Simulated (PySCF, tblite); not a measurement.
# C₆H₄F₄: a rotation path, then NMR shifts on frames

How do NMR shifts of C₆H₄F₄ (`FC(F)=C(F)C1=C[C@H](F)C1`) change as the atoms move?

The runs use tblite 0.8.0 and PySCF 2.14.0, with density-fitted response routines of our own; the level of theory stands in each step. All values are computed, except where a source is named. Atoms count from 0, in the outputs and in this text.

## 1. The starting structure

14 atoms, charge 0, multiplicity 1; geometry from: GFN2-xTB.

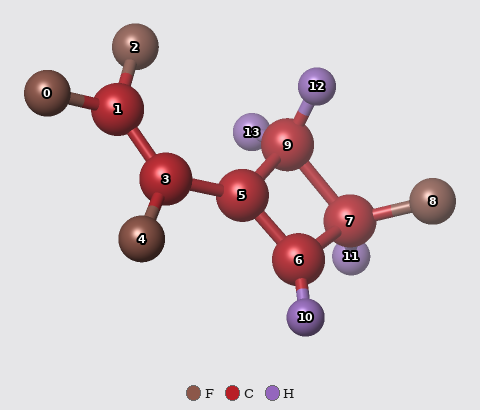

As it starts; fluorine brown, carbon red, hydrogen purple, atoms numbered.

## 2. A band between two rotamers with GFN2-xTB

Job settings and geometry (Å):

```
{"job": {"kind": "neb", "xc": "GFN2-xTB", "basis": "xTB", "atoms": [4, 3, 5, 9], "turn": 180}, "charge": 0, "multiplicity": 1}
F     -2.260333     1.929596    -2.133381
C     -1.271821     1.363572    -1.465062
F     -0.097157     1.803534    -1.893895
C     -1.402850     0.463194    -0.483516
F     -2.645681     0.084081    -0.129392
C     -0.315280    -0.135467     0.238866
C     -0.247159    -1.028875     1.239627
C      1.258225    -1.053984     1.224270
F      1.877726    -0.649423     2.376020
C      1.179695     0.025214     0.112428
H     -0.969619    -1.546915     1.839210
H      1.718066    -2.003609     0.935023
H      1.558234     0.993765     0.430170
H      1.617275    -0.245155    -0.845733
```

Level: GFN2-xTB climbing-image nudged elastic band, gas phase.

Launch:

```
$ OMP_NUM_THREADS=1 python probes_run.py task.json out
```

The driver reads the jobs from task.json and runs them one after another.

What it wrote:

```text
image   E - E0 / eV
  0       0.0000
  1       0.0342
  2       0.1206
  3       0.2148
  4       0.2590
  5       0.2278
  6       0.1447
  7       0.0622
  8       0.0243
```

Run time: 3.2 s. Hardware: 1 thread of Arm Neoverse V1, shared host; peak memory 0.18 GiB.

The final band, with the dihedral F4–C3–C5–C9:

```csv
image,dihedral (°),energy (eV),energy (kcal/mol)
0,179,0.000,0.0
1,199,0.034,0.8
2,221,0.121,2.8
3,244,0.215,5.0
4,268,0.259,6.0
5,291,0.228,5.3
6,314,0.145,3.3
7,337,0.062,1.4
8,359,0.024,0.6
```

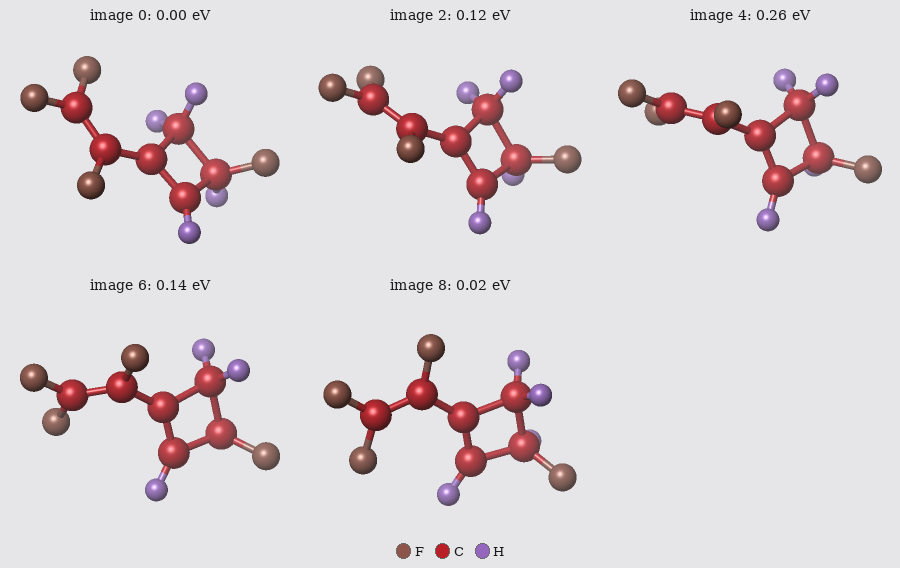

Images along the band.

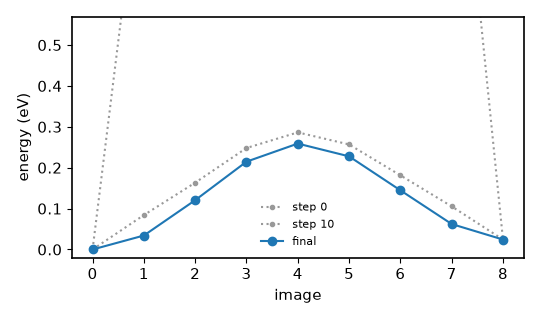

Energy along the band, early and final.

## 3. Nuclear shieldings: image 0, PBE0/pcSseg-1

Job settings and geometry (Å):

```
{"job": {"kind": "nmr", "xc": "PBE0", "basis": "pcSseg-1", "pop": false}, "charge": 0, "multiplicity": 1}
F     -2.260300     1.929600    -2.133400
C     -1.271800     1.363600    -1.465100
F     -0.097200     1.803500    -1.893900
C     -1.402800     0.463200    -0.483500
F     -2.645700     0.084100    -0.129400
C     -0.315300    -0.135500     0.238900
C     -0.247200    -1.028900     1.239600
C      1.258200    -1.054000     1.224300
F      1.877700    -0.649400     2.376000
C      1.179700     0.025200     0.112400
H     -0.969600    -1.546900     1.839200
H      1.718100    -2.003600     0.935000
H      1.558200     0.993800     0.430200
H      1.617300    -0.245200    -0.845700
```

With the program's defaults for keys left out, this is: GIAO PBE0/pcSseg-1 NMR shielding, non-relativistic, gas phase.

What it wrote:

```text
coarse grid: 13344 points
cycle   1  E = -629.3824607109  dE =  1.834e+00  |g| = 8.949e-01  |ddm| = 3.658e+00
cycle   2  E = -629.1301759855  dE =  2.523e-01  |g| = 1.478e+00  |ddm| = 1.729e+00
cycle   3  E = -629.5245857616  dE = -3.944e-01  |g| = 1.555e-01  |ddm| = 1.213e+00
cycle   4  E = -629.5278505833  dE = -3.265e-03  |g| = 1.037e-01  |ddm| = 2.431e-01
cycle   5  E = -629.5302837149  dE = -2.433e-03  |g| = 1.450e-02  |ddm| = 1.004e-01
cycle   6  E = -629.5303180876  dE = -3.437e-05  |g| = 6.345e-03  |ddm| = 1.592e-02
cycle   7  E = -629.5303273520  dE = -9.264e-06  |g| = 8.772e-04  |ddm| = 6.006e-03
final grid: 135152 points
cycle   8  E = -629.6151279190  dE = -5.119e-05  |g| = 8.315e-03  |ddm| = 3.682e-02
cycle   9  E = -629.6151151788  dE =  1.274e-05  |g| = 1.223e-02  |ddm| = 1.705e-02
cycle  10  E = -629.6151424495  dE = -2.727e-05  |g| = 9.677e-04  |ddm| = 9.816e-03
cycle  11  E = -629.6151426079  dE = -1.584e-07  |g| = 2.961e-04  |ddm| = 9.595e-04
cycle  12  E = -629.6151426211  dE = -1.315e-08  |g| = 1.358e-04  |ddm| = 3.374e-04
cycle  13  E = -629.6151426252  dE = -4.176e-09  |g| = 3.660e-05  |ddm| = 1.499e-04
cycle  14  E = -629.6151426255  dE = -2.779e-10  |g| = 9.747e-06  |ddm| = 3.616e-05
converged SCF energy = -629.6151426255

GIAO shielding tensors (ppm)
atom      isotropic    diamagn.    paramagn.     s11        s22        s33       span
  0 F      265.964     468.192    -202.227    245.980    273.025    278.887     32.907
  1 C       16.753     251.260    -234.507    -37.467     31.723     56.005     93.472
  2 F      283.114     475.944    -192.830    258.768    285.102    305.471     46.703
  3 C       51.646     245.664    -194.018     19.499     46.693     88.747     69.248
  4 F      368.575     470.653    -102.078    317.109    368.689    419.927    102.818
  5 C       42.857     259.946    -217.089    -72.338     51.004    149.905    222.243
  6 C       46.392     249.513    -203.121    -43.477     34.540    148.113    191.590
  7 C       99.361     249.489    -150.127     66.924     80.539    150.621     83.697
  8 F      368.906     468.222     -99.316    353.541    375.086    378.091     24.550
  9 C      145.556     245.539     -99.983    132.983    141.811    161.875     28.892
 10 H       25.072      32.123      -7.051     23.490     24.756     26.970      3.480
 11 H       26.235      29.268      -3.033     22.195     26.778     29.733      7.538
 12 H       28.737      28.858      -0.121     25.684     28.149     32.379      6.695
 13 H       28.643      29.420      -0.778     25.029     28.264     32.635      7.606
```

Run time: 24 s. Hardware: 1 thread of Arm Neoverse V1, shared host; peak memory 0.83 GiB.

Shifts follow as δ = σ(reference) − σ, with reference shieldings (ppm) from runs at the same level and on the same kind of geometry: ¹H TMS 31.72, ¹³C TMS 186.9, ¹⁹F CFCl3 170.9. The references are single molecules in the gas phase, so shifts against H2O, NH3, PH3, H3PO4 or CFCl3 are not on the usual liquid scales and can be off by tens of ppm. Each atom is listed at this fixed geometry, with no averaging over motion; a spectrum would average atoms that exchange fast.

```csv
atoms,environment,σ (ppm),δ (ppm)
C1,fully substituted alkene carbon,16.8,170.2
C5,fully substituted alkene carbon,42.9,144.1
C6,alkene CH,46.4,140.5
C3,fully substituted alkene carbon,51.6,135.3
C7,allylic sp3 CH bonded to F,99.4,87.6
C9,allylic sp3 CH2,145.6,41.4
H10,hydrogen on an alkene CH,25.07,6.65
H11,hydrogen on an allylic sp3 CH bonded to F,26.24,5.48
H13,hydrogen on an allylic sp3 CH2,28.64,3.07
H12,hydrogen on an allylic sp3 CH2,28.74,2.98
F0,vinylic fluorine,266.0,-95.0
F2,vinylic fluorine,283.1,-112.2
F4,vinylic fluorine,368.6,-197.6
F8,fluorine on an sp3 carbon,368.9,-198.0
```

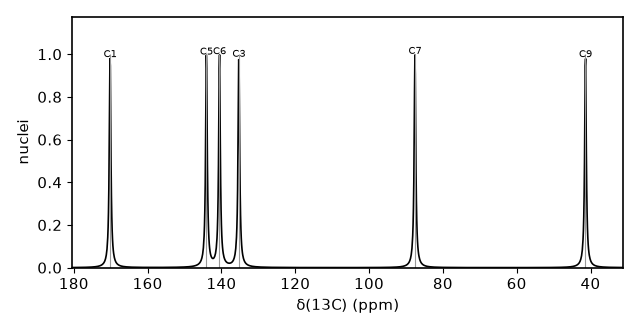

¹³C lines at the computed shifts, without couplings. Lines are broadened to a width of 0.52 ppm (Lorentzian).

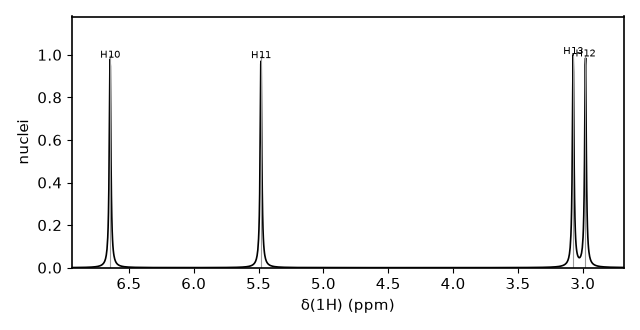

¹H lines at the computed shifts, without couplings. Lines are broadened to a width of 0.01 ppm (Lorentzian).

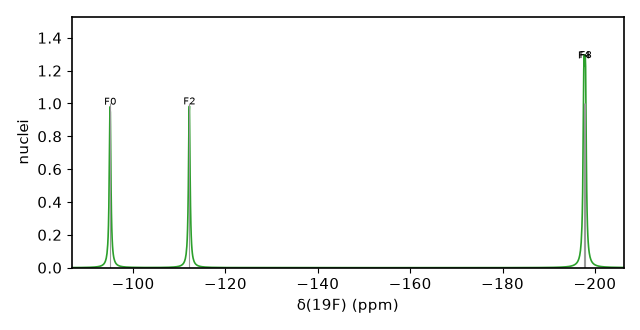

¹⁹F lines at the computed shifts, without couplings. Lines are broadened to a width of 0.41 ppm (Lorentzian).

Ring of atoms C5, C6, C7, C9: NICS(0) 0.2, NICS(1) -2.5, NICS(1)zz 1.2 ppm (means of both faces; NICS(1) differs between them: -3.9 and -1.1).

## 4. Shielding tensors: image 2, PBE0/pcSseg-1

Job settings and geometry (Å):

```
{"job": {"kind": "nmr", "xc": "PBE0", "basis": "pcSseg-1", "pop": false}, "charge": 0, "multiplicity": 1}
F     -2.296000     1.777700    -2.235500
C     -1.324000     1.145900    -1.603200
F     -0.262200     0.998300    -2.385000
C     -1.374800     0.668100    -0.358800
F     -2.515000     0.818100     0.341700
C     -0.293200    -0.038600     0.296300
C     -0.233100    -1.129100     1.071500
C      1.269500    -1.082800     1.165800
F      1.787900    -0.932400     2.422700
C      1.195500     0.217100     0.322600
H     -0.954000    -1.821000     1.460600
H      1.803000    -1.915500     0.698400
H      1.484700     1.105300     0.880900
H      1.711100     0.188500    -0.633600
```

Method: GIAO PBE0/pcSseg-1 NMR shielding, non-relativistic, gas phase.

What it wrote:

```text
coarse grid: 13344 points
cycle   1  E = -629.3878556095  dE =  1.820e+00  |g| = 8.716e-01  |ddm| = 3.620e+00
cycle   2  E = -629.2004046594  dE =  1.875e-01  |g| = 1.372e+00  |ddm| = 1.590e+00
cycle   3  E = -629.5196950958  dE = -3.193e-01  |g| = 1.205e-01  |ddm| = 1.069e+00
cycle   4  E = -629.5214654789  dE = -1.770e-03  |g| = 8.028e-02  |ddm| = 1.762e-01
cycle   5  E = -629.5227971062  dE = -1.332e-03  |g| = 1.403e-02  |ddm| = 7.643e-02
cycle   6  E = -629.5228301937  dE = -3.309e-05  |g| = 6.469e-03  |ddm| = 1.655e-02
cycle   7  E = -629.5228398639  dE = -9.670e-06  |g| = 1.315e-03  |ddm| = 6.467e-03
final grid: 135152 points
cycle   8  E = -629.6087338184  dE = -5.282e-05  |g| = 8.061e-03  |ddm| = 3.828e-02
cycle   9  E = -629.6087224256  dE =  1.139e-05  |g| = 1.176e-02  |ddm| = 1.666e-02
cycle  10  E = -629.6087473741  dE = -2.495e-05  |g| = 8.865e-04  |ddm| = 9.390e-03
cycle  11  E = -629.6087475113  dE = -1.372e-07  |g| = 2.513e-04  |ddm| = 9.303e-04
cycle  12  E = -629.6087475209  dE = -9.638e-09  |g| = 9.199e-05  |ddm| = 2.640e-04
cycle  13  E = -629.6087475224  dE = -1.513e-09  |g| = 3.036e-05  |ddm| = 1.036e-04
cycle  14  E = -629.6087475226  dE = -1.769e-10  |g| = 9.811e-06  |ddm| = 3.312e-05
converged SCF energy = -629.6087475226

GIAO shielding tensors (ppm)
atom      isotropic    diamagn.    paramagn.     s11        s22        s33       span
  0 F      268.856     468.513    -199.657    245.836    277.639    283.094     37.259
  1 C       18.191     250.961    -232.770    -39.265     36.793     57.044     96.309
  2 F      284.930     475.982    -191.052    259.020    291.492    304.277     45.257
  3 C       53.436     246.037    -192.601     14.703     54.000     91.605     76.902
  4 F      358.778     470.130    -111.352    310.328    375.500    390.504     80.176
  5 C       40.623     259.345    -218.722    -76.538     48.081    150.328    226.866
  6 C       39.027     250.105    -211.078    -57.181     30.033    144.231    201.412
  7 C       99.228     249.861    -150.633     66.572     80.671    150.441     83.869
  8 F      373.981     467.573     -93.592    360.452    376.343    385.148     24.696
  9 C      144.124     246.140    -102.017    130.863    140.712    160.796     29.933
 10 H       24.916      32.127      -7.211     23.289     24.467     26.991      3.702
 11 H       26.198      29.401      -3.203     22.136     26.823     29.634      7.498
 12 H       28.729      28.627       0.102     26.211     27.373     32.604      6.393
 13 H       28.535      29.540      -1.004     25.050     28.308     32.247      7.198
```

Run time: 24 s. Hardware: 1 thread of Arm Neoverse V1, shared host; peak memory 0.9 GiB.

Key values: δ C1 168.7, C6 147.9, C5 146.3, C3 133.5, H10 6.80, H11 5.52 ppm.

(Part 1 of 2 ends here.)
